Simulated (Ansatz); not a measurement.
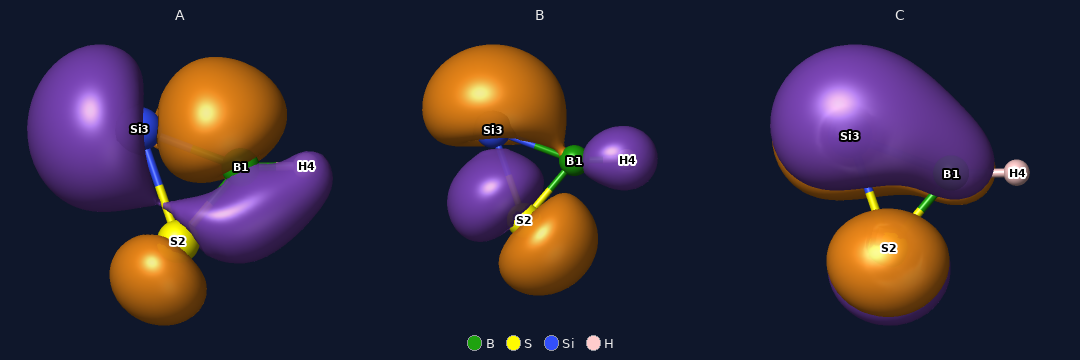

Figure 1: BHSSi. Three frontier orbitals at ±0.08 Å⁻³ᐟ² (orange and purple are the two phases), in no order.

Geometry: PBE0-D3(BJ)/pcseg-1.

Method: Ansatz, isolated molecule in a Gaussian basis; Kohn-Sham density functional theory, functional PBE0.

Which picture is the HOMO−1, the HOMO and the LUMO?

Answer. B is the HOMO−1 (−8.04 eV). Its weight (Hirshfeld) is mainly on S2 (about 45 %), Si3 (about 45 %) and B1 (about 5 %); it is symmetric in the molecular plane (an in-plane orbital: σ, lone-pair or in-plane π type). A is the HOMO (−6.62 eV). It lies mainly on Si3 (about 50 %), B1 (about 30 %) and S2 (about 15 %); it is symmetric in the molecular plane (an in-plane orbital: σ, lone-pair or in-plane π type). C is the LUMO (−2.95 eV). It lies mainly on Si3 (about 55 %), S2 (about 30 %) and B1 (about 15 %); it changes sign across the molecular plane (π type); π-antibonding (a node) across B1–S2 and S2–Si3.

What is the HOMO–LUMO gap?

Answer. 3.67 eV between the orbital energies.
